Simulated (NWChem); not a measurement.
# One shape, several levels: SOF2 (SMILES O=S(F)F)

Wanted: a comparison of 4 runs (B3LYP/def2-SVP, B3LYP/def2-SVPD, B3LYP/def2-TZVP, B3LYP/def2-TZVPD) of SOF2. 

The results are computed with NWChem 7.3.0.

### 1 The molecule

The species is SOF2 (4 atoms), meant as a singlet with charge 0. As SMILES, `O=S(F)F`. Geometry: relaxed at PBE0-D4/def2-TZVP.

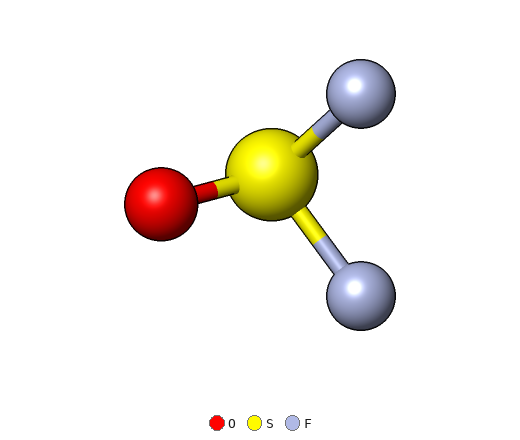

The structure, seen from a chosen angle (oxygen red, sulfur yellow, fluorine light blue).

### 2 Energy and one-electron properties at B3LYP/def2-SVP (run 1)

The input, mol.xyz:

```xyz
4

O      0.932400     0.066600    -1.017800
S     -0.151300    -0.426200    -0.245700
F     -1.124400     0.804200     0.000400
F      0.343300    -0.444600     1.263100
```

The input, mol.nw:

```
start mol
memory stack 880 mb heap 220 mb global 1100 mb
geometry noautosym nocenter noautoz
  load mol.xyz
end
basis spherical bse
  * library def2-SVP
end
dft
  xc b3lyp
  grid fine
  convergence energy 1e-08
  maxiter 100
  mulliken
  noprint "final vectors analysis"
end
property
  dipole
  quadrupole
  mulliken
end
task dft property
```

On the command line:

```console
nwchem mol.nw > mol.out
```

The log of the run:

```text
[...]
          Wavefunction type:  closed shell.
          No. of atoms     :     4
          No. of electrons :    42
[...]
          Charge           :     0
          Spin multiplicity:     1
[...]
          AO basis - number of functions:    60
[...]
              XC Information
              --------------
                         B3LYP Method XC Potential
                     Hartree-Fock (Exact) Exchange  0.200
                        Slater Exchange Functional  0.800 local
                    Becke 1988 Exchange Functional  0.720 non-local
              Lee-Yang-Parr Correlation Functional  0.810
                  VWN I RPA Correlation Functional  0.190 local
[...]
 d= 0,ls=0.0,diis     1   -672.5418258095 -8.66D+02  3.54D-02  1.58D+00     0.8
[...]
 d= 0,ls=0.0,diis     8   -672.7142525059 -1.39D-09  4.15D-06  1.38D-07     4.7
         Total DFT energy =     -672.714252505889
      One electron energy =    -1315.782292165086
           Coulomb energy =      504.438689975949
    Exchange-Corr. energy =      -55.300181496752
 Nuclear repulsion energy =      193.929531180000
[...]
      Total Density - Mulliken Population Analysis
     ---------------------------------------------
    Atom       Charge   Shell Charges
 -----------   ------   -------------------------------------------------------
    1 O    8     8.40   1.99  1.12  0.74  2.83  1.70  0.02
    2 S   16    14.97   2.00  1.99  1.36  0.43  5.92  1.63  1.14  0.51
    3 F    9     9.31   1.99  1.14  0.81  3.34  2.03  0.01
    4 F    9     9.31   1.99  1.14  0.81  3.34  2.03  0.01
[...]
   Dipole moment        1.7843864151 Debye(s)
             DMX       -1.1445098954 DMXEFC        0.0000000000
             DMY       -1.3687805824 DMYEFC        0.0000000000
             DMZ       -0.0239101453 DMZEFC        0.0000000000
   -EFC- dipole         0.0000000000 DEBYE(S)
   Total dipole         1.7843864151 DEBYE(S)
[...]
```

Run time: 5.4 s. Hardware: 1 thread of Intel Xeon Platinum 8259CL at 2.50GHz (Skylake/Cascade Lake), shared host; peak memory 0.11 GiB.

Atomic charges (e):

```
atom  Mulliken  Löwdin
  O1    -0.404  -0.430
  S2    +1.032  +0.970
  F3    -0.314  -0.270
  F4    -0.314  -0.270
```

### 3 The charge distribution at B3LYP/def2-SVPD (run 2)

The input, job.nw:

```
start job
title "F2OS"
memory stack 880 mb heap 220 mb global 1100 mb

geometry units angstrom noautosym nocenter noautoz
 O     0.932400    0.066600   -1.017800
 S    -0.151300   -0.426200   -0.245700
 F    -1.124400    0.804200    0.000400
 F     0.343300   -0.444600    1.263100
end

basis spherical bse
 O library def2-SVPD
 S library def2-SVPD
 F library def2-SVPD
end

dft
 xc b3lyp
 grid fine
 convergence energy 1e-08
 iterations 100
 mulliken
 noprint "final vectors analysis"
end

property
 dipole
 quadrupole
 mulliken
end

task dft property
```

On the command line:

```console
nwchem job.nw > job.out
```

The log of the run:

```text
[...]
          Wavefunction type:  closed shell.
          No. of atoms     :     4
          No. of electrons :    42
[...]
          Charge           :     0
          Spin multiplicity:     1
[...]
          AO basis - number of functions:    96
[...]
              XC Information
              --------------
                         B3LYP Method XC Potential
                     Hartree-Fock (Exact) Exchange  0.200
                        Slater Exchange Functional  0.800 local
                    Becke 1988 Exchange Functional  0.720 non-local
              Lee-Yang-Parr Correlation Functional  0.810
                  VWN I RPA Correlation Functional  0.190 local
[...]
 d= 0,ls=0.0,diis     1   -672.5867902352 -8.67D+02  2.24D-02  1.54D+00     2.0
[...]
 d= 0,ls=0.0,diis     8   -672.7552598881 -5.49D-09  2.83D-06  1.29D-07    13.1
         Total DFT energy =     -672.755259888142
      One electron energy =    -1314.997893109951
           Coulomb energy =      503.522045965165
    Exchange-Corr. energy =      -55.208943923357
 Nuclear repulsion energy =      193.929531180000
[...]
      Total Density - Mulliken Population Analysis
     ---------------------------------------------
    Atom       Charge   Shell Charges
 -----------   ------   -------------------------------------------------------
    1 O    8     8.53   1.99  1.13  0.72  0.09  2.83  1.61  0.12  0.02  0.01
    2 S   16    14.66   2.00  1.98  1.40  0.24  0.01  5.92  1.58  0.99 -0.01  0.50  0.05
    3 F    9     9.40   1.99  1.15  0.79  0.05  3.33  1.95  0.13  0.01  0.01
    4 F    9     9.40   1.99  1.15  0.79  0.05  3.33  1.95  0.13  0.01  0.01
[...]
   Dipole moment        1.7368712967 Debye(s)
             DMX       -1.1323681726 DMXEFC        0.0000000000
             DMY       -1.3169234866 DMYEFC        0.0000000000
             DMZ        0.0132948600 DMZEFC        0.0000000000
   -EFC- dipole         0.0000000000 DEBYE(S)
   Total dipole         1.7368712967 DEBYE(S)
[...]
```

Wall time 14 s (1 thread of Intel Xeon Platinum 8259CL at 2.50GHz (Skylake/Cascade Lake), shared host); peak memory 0.11 GiB.

Atomic charges (e):

```
atom  Mulliken  Löwdin
  O1    -0.528  -0.540
  S2    +1.338  +1.370
  F3    -0.405  -0.410
  F4    -0.405  -0.410
```

### 4 Energy and one-electron properties at B3LYP/def2-TZVP (run 3)

The input, calc.nw:

```
start calc
title "F2OS properties"
memory total 2200 mb

geometry noautosym nocenter noautoz
  O      0.932400     0.066600    -1.017800
  S     -0.151300    -0.426200    -0.245700
  F     -1.124400     0.804200     0.000400
  F      0.343300    -0.444600     1.263100
end

basis "ao basis" spherical bse
  O library def2-TZVP
  S library def2-TZVP
  F library def2-TZVP
end

dft
  xc b3lyp
  grid fine
  convergence energy 1e-08
  maxiter 100
  mulliken
  noprint "final vectors analysis"
end

property
  dipole
  quadrupole
  mulliken
end

task dft property
```

On the command line:

```console
nwchem calc.nw > calc.out
```

The log of the run:

```text
[...]
          Wavefunction type:  closed shell.
          No. of atoms     :     4
          No. of electrons :    42
[...]
          Charge           :     0
          Spin multiplicity:     1
[...]
          AO basis - number of functions:   130
[...]
              XC Information
              --------------
                         B3LYP Method XC Potential
                     Hartree-Fock (Exact) Exchange  0.200
                        Slater Exchange Functional  0.800 local
                    Becke 1988 Exchange Functional  0.720 non-local
              Lee-Yang-Parr Correlation Functional  0.810
                  VWN I RPA Correlation Functional  0.190 local
[...]
 d= 0,ls=0.0,diis     1   -673.0709478500 -8.67D+02  1.25D-02  2.11D+00     4.9
[...]
 d= 0,ls=0.0,diis    11   -673.2457159562 -2.91D-10  8.09D-08  6.85D-10    43.6
         Total DFT energy =     -673.245715956196
      One electron energy =    -1316.601809524591
           Coulomb energy =      504.736822889087
    Exchange-Corr. energy =      -55.310260500692
 Nuclear repulsion energy =      193.929531180000
[...]
      Total Density - Mulliken Population Analysis
     ---------------------------------------------
    Atom       Charge   Shell Charges
 -----------   ------   -------------------------------------------------------
    1 O    8     8.35   0.79  1.18  0.62  0.91  0.34  1.88  1.83  0.77  0.00  0.03  0.00
    2 S   16    15.23   2.01  0.47  1.48  1.18  0.70  4.17  1.67  0.87  1.55  0.32  0.28  0.43  0.10
    3 F    9     9.21   0.77  1.20  0.62  0.98  0.34  2.28  2.11  0.89  0.00  0.01  0.00
    4 F    9     9.21   0.77  1.20  0.62  0.98  0.34  2.28  2.11  0.89  0.00  0.01  0.00
[...]
   Dipole moment        1.6947103581 Debye(s)
             DMX       -1.1321959424 DMXEFC        0.0000000000
             DMY       -1.2590608264 DMYEFC        0.0000000000
             DMZ        0.0702949588 DMZEFC        0.0000000000
   -EFC- dipole         0.0000000000 DEBYE(S)
   Total dipole         1.6947103581 DEBYE(S)
[...]
```

Run time: 44 s. Hardware: 1 thread of Intel Xeon Platinum 8259CL at 2.50GHz (Skylake/Cascade Lake), shared host; peak memory 0.12 GiB.

Atomic charges (e):

```
atom  Mulliken  Löwdin
  O1    -0.353  -0.270
  S2    +0.772  +0.500
  F3    -0.209  -0.120
  F4    -0.209  -0.120
```

### 5 Energy and one-electron properties at B3LYP/def2-TZVPD (run 4)

The input, f2os.nw:

```
start f2os
title "F2OS"
memory 2200 mb

geometry units angstrom noautosym nocenter noautoz
  O      0.932400     0.066600    -1.017800
  S     -0.151300    -0.426200    -0.245700
  F     -1.124400     0.804200     0.000400
  F      0.343300    -0.444600     1.263100
end

basis spherical bse
  * library def2-TZVPD
end

dft
  xc b3lyp
  grid fine
  convergence energy 1e-08
  maxiter 100
  mulliken
  noprint "final vectors analysis"
end

property
  dipole
  quadrupole
  mulliken
end

task dft property
```

On the command line:

```console
nwchem f2os.nw > f2os.out
```

The log of the run:

```text
[...]
          Wavefunction type:  closed shell.
          No. of atoms     :     4
          No. of electrons :    42
[...]
          Charge           :     0
          Spin multiplicity:     1
[...]
          AO basis - number of functions:   166
[...]
              XC Information
              --------------
                         B3LYP Method XC Potential
                     Hartree-Fock (Exact) Exchange  0.200
                        Slater Exchange Functional  0.800 local
                    Becke 1988 Exchange Functional  0.720 non-local
              Lee-Yang-Parr Correlation Functional  0.810
                  VWN I RPA Correlation Functional  0.190 local
[...]
 d= 0,ls=0.0,diis     1   -673.0742738555 -8.67D+02  9.94D-03  2.13D+00    10.0
[...]
 d= 0,ls=0.0,diis    11   -673.2497713981 -3.36D-10  6.23D-08  7.83D-10    93.9
         Total DFT energy =     -673.249771398094
      One electron energy =    -1316.429222888645
           Coulomb energy =      504.545203912105
    Exchange-Corr. energy =      -55.295283601555
 Nuclear repulsion energy =      193.929531180000
[...]
      Total Density - Mulliken Population Analysis
     ---------------------------------------------
    Atom       Charge   Shell Charges
 -----------   ------   -------------------------------------------------------
    1 O    8     8.39   0.79  1.18  0.62  0.92  0.35  0.02  1.88  1.82  0.74  0.03  0.00  0.03  0.00  0.00
    2 S   16    15.18   2.01  0.48  1.48  1.18  0.70  0.04  4.17  1.66  0.87  1.60  0.18 -0.02  0.28  0.45  0.01  0.10
    3 F    9     9.22   0.77  1.20  0.62  0.98  0.35  0.00  2.27  2.11  0.86  0.03  0.00  0.01  0.00  0.00
    4 F    9     9.22   0.77  1.20  0.62  0.98  0.35  0.00  2.27  2.11  0.86  0.03  0.00  0.01  0.00  0.00
[...]
   Dipole moment        1.6609108160 Debye(s)
             DMX       -1.1096796326 DMXEFC        0.0000000000
             DMY       -1.2338841327 DMYEFC        0.0000000000
             DMZ        0.0690347654 DMZEFC        0.0000000000
   -EFC- dipole         0.0000000000 DEBYE(S)
   Total dipole         1.6609108160 DEBYE(S)
[...]
```

Run time: 95 s. Hardware: 1 thread of Intel Xeon Platinum 8259CL at 2.50GHz (Skylake/Cascade Lake), shared host; peak memory 0.12 GiB.

Atomic charges (e):

```
atom  Mulliken  Löwdin
  O1    -0.386  -0.370
  S2    +0.818  +0.910
  F3    -0.216  -0.270
  F4    -0.216  -0.270
```

### 6 The series

```
run             level  energy (Eh)  dipole moment (D)  wall time
  1    B3LYP/def2-SVP  -672.714253               1.78      5.4 s
  2   B3LYP/def2-SVPD  -672.755260               1.74       14 s
  3   B3LYP/def2-TZVP  -673.245716               1.69       44 s
  4  B3LYP/def2-TZVPD  -673.249771               1.66       95 s
```

Convergence of the total energy of singlet SOF2 with the basis set, against the last point:

```
 basis set  from the last (mEh)  wall time
  def2-SVP             +535.519      5.4 s
 def2-SVPD             +494.512       14 s
 def2-TZVP               +4.055       44 s
def2-TZVPD               +0.000       95 s
```

Convergence of the dipole moment of singlet SOF2 with the basis set, against the last point:

```
 basis set  from the last (D)  wall time
  def2-SVP            +0.1235      5.4 s
 def2-SVPD            +0.0760       14 s
 def2-TZVP            +0.0338       44 s
def2-TZVPD            +0.0000       95 s
```

### 7 Outcome

```
            quantity          value
 run 4: total energy  -673.24977 Eh
run 4: dipole moment         1.66 D
```

**Reading.** The dipole moment (its size) runs from 1.66 D (B3LYP/def2-TZVPD) to 1.78 D (B3LYP/def2-SVP). All runs together took 2.6 min, the longest 95 s.
